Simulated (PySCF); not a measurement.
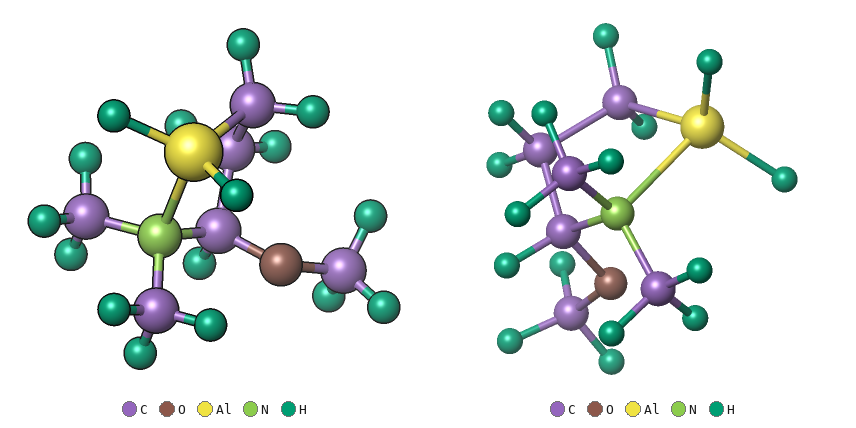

Two views of one molecule.

The computed structure is the end point of a PBE0-D3(BJ)/def2-SVP optimisation. No frequency run is at hand to confirm it as a minimum.

**Count the atoms of each element.**

C6H16AlNO, 25 atoms: 6 carbon, 16 hydrogen, 1 aluminium, 1 nitrogen and 1 oxygen.

**How many bonds of each kind are drawn?**

14 C–H, 3 C–N, 2 C–O, 2 C–C, 2 Al–H, 1 C–Al, 1 Al–N.

**Name some functional groups or characteristic bonds that it holds.**

Among them: ether.

**Write the SMILES.**

CO[C@@H]1C[CH2][AlH2-][N+]1(C)C

**What is the point group of this geometry?**

C1.

More results for the same structure follow; atom numbers are the same in all pictures, views and colours differ.

**Shape**

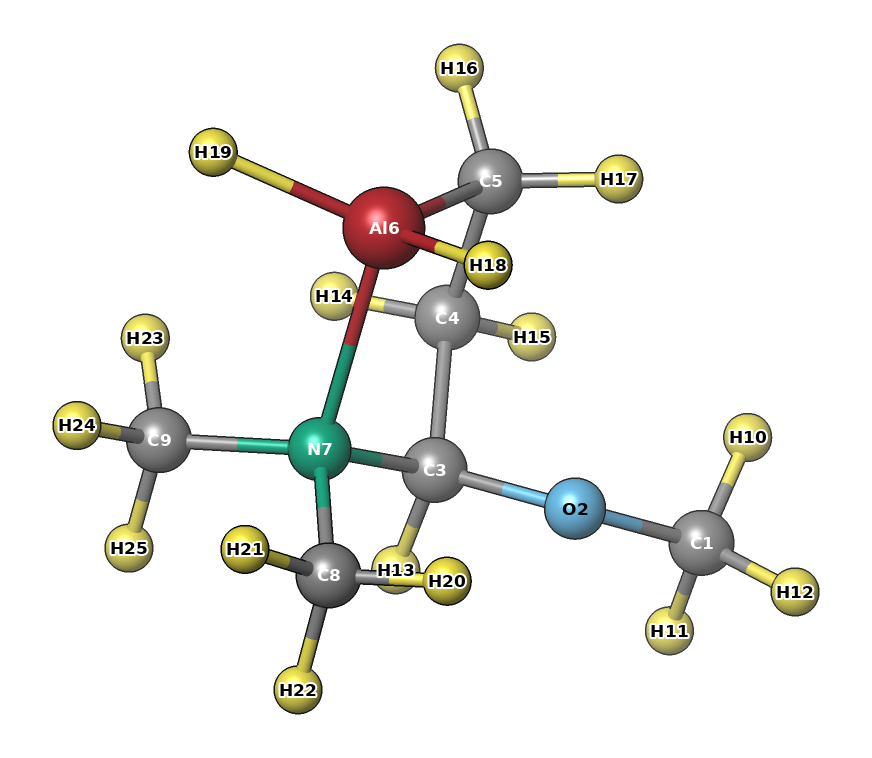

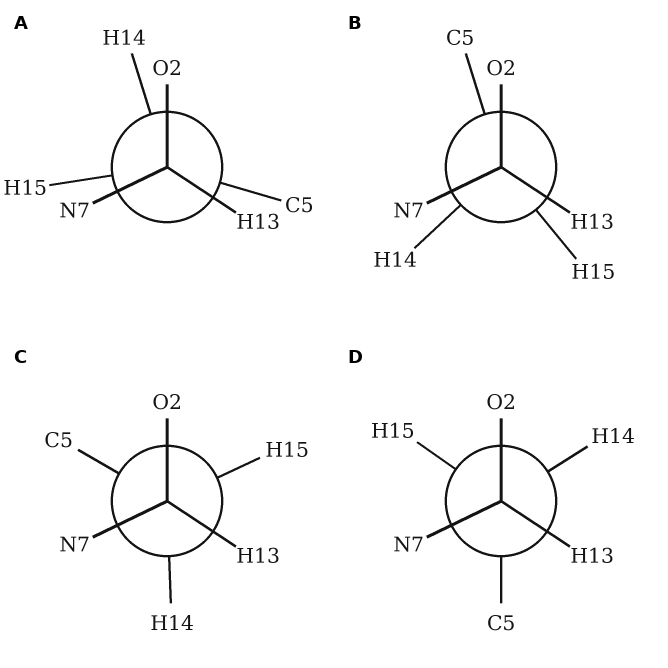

Distant atoms are faded towards the background colour. Bonds that would overlap in a projection are set slightly apart. No frequency run is at hand to confirm it as a minimum.

**Which Newman projection shows the view along C3–C4, with C3 in front?**

C. The torsion angle O2–C3–C4–C5 is −60°, synclinal (gauche).

**Bond orders**

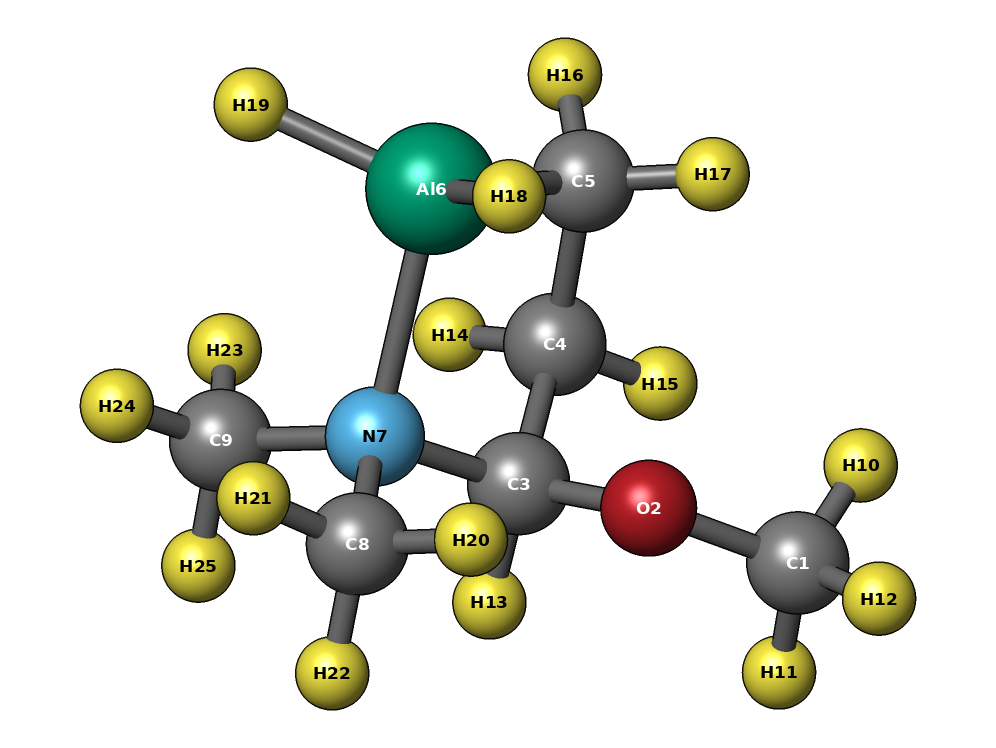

Every bond is drawn as one stick. No frequency run is at hand to confirm it as a minimum. Level of theory: PBE0/pcSseg-1 (PySCF 2.14.0).

List the Mayer bond orders of C1–O2, O2–C3, C3–C4, C3–N7, C4–C5, C5–Al6, Al6–N7, N7–C8, N7–C9 (bonds between heavy atoms, one of each equivalent set).

```json
{"bond": "C1–O2", "Mayer order": "0.93", "length (Å)": "1.397"}
{"bond": "O2–C3", "Mayer order": "0.91", "length (Å)": "1.393"}
{"bond": "C3–C4", "Mayer order": "1.02", "length (Å)": "1.527"}
{"bond": "C3–N7", "Mayer order": "0.83", "length (Å)": "1.485"}
{"bond": "C4–C5", "Mayer order": "1.01", "length (Å)": "1.532"}
{"bond": "C5–Al6", "Mayer order": "0.77", "length (Å)": "2.005"}
{"bond": "Al6–N7", "Mayer order": "0.32", "length (Å)": "2.107"}
{"bond": "N7–C8", "Mayer order": "0.91", "length (Å)": "1.469"}
{"bond": "N7–C9", "Mayer order": "0.92", "length (Å)": "1.468"}
```

**Ring current**

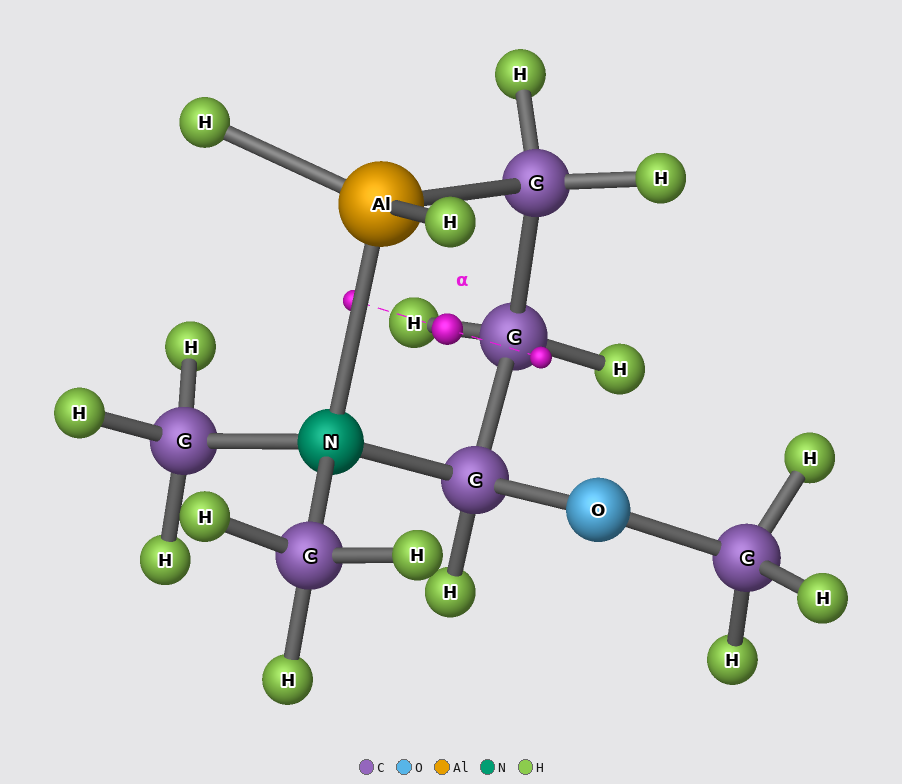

The small points mark where nucleus-independent chemical shifts (NICS) were computed: at the centre of each lettered ring and 1 Å above and below it. No frequency run is at hand to confirm it as a minimum. Properties computed with GIAO PBE0/pcSseg-1 NMR shielding, non-relativistic, gas phase (PySCF 2.14.0).

Give NICS(0), NICS(1) and the out-of-plane component NICS(1)zz for each ring (means of the two sides).

```
ring  members  NICS(0)  NICS(1)  NICS(1)zz
   α    C3AlN     −5.2     −3.7       −2.5
```

Values in ppm.

**What do the values say about the ring currents?**

Ring α: weak, as in a non-aromatic ring. NICS is one index among several.

**NMR shielding**

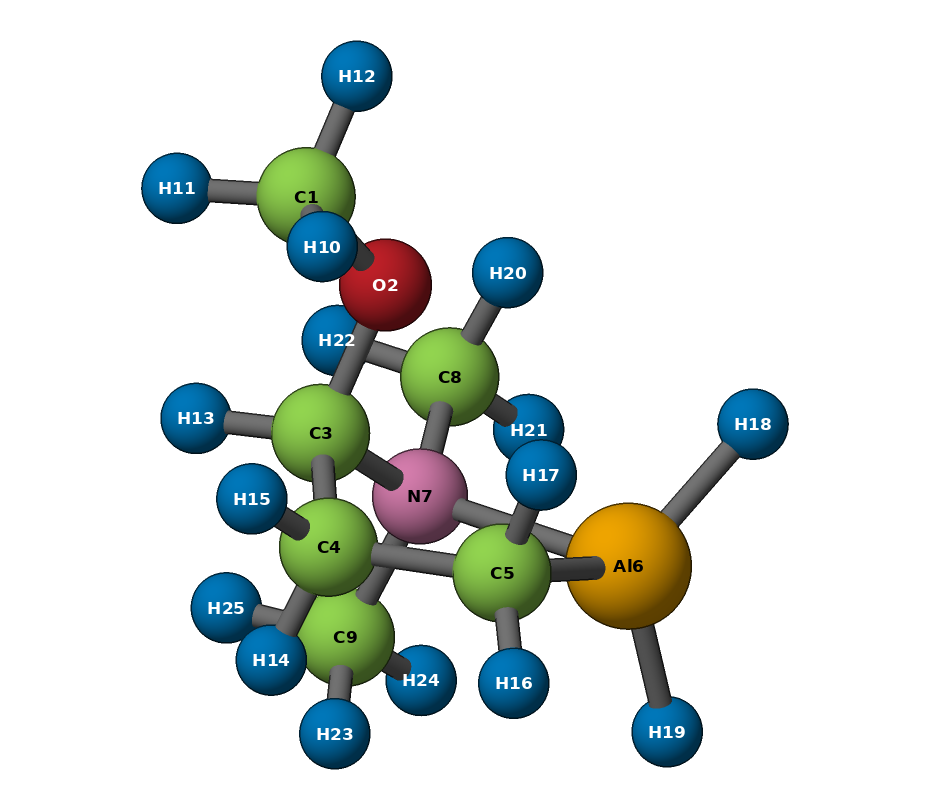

No frequency run is at hand to confirm it as a minimum. Method: GIAO HF/pcSseg-1 NMR shielding, non-relativistic, gas phase (PySCF 2.14.0). Principal shieldings σ11 ≤ σ22 ≤ σ33, span Ω = σ33 − σ11, skew κ = 3(σiso − σ22)/Ω.

**Which C atom has the most anisotropic shielding?**

C1, with a span of 69 ppm.

Give the shielding tensors of the C atoms.

| atom | σ11 | σ22 | σ33 | σiso | Ω | κ |
| --- | --- | --- | --- | --- | --- | --- |
| C1 | 116.9 | 122.4 | 186.4 | 141.9 | 69.5 | 0.84 |
| C3 | 88.1 | 97.7 | 122.3 | 102.7 | 34.2 | 0.44 |
| C4 | 149.4 | 166.2 | 188.3 | 168.0 | 38.9 | 0.14 |
| C5 | 184.5 | 192.7 | 208.2 | 195.1 | 23.7 | 0.31 |
| C8 | 133.8 | 138.2 | 183.9 | 152.0 | 50.1 | 0.82 |
| C9 | 129.9 | 136.4 | 182.5 | 149.6 | 52.6 | 0.75 |

Shieldings and span in ppm.
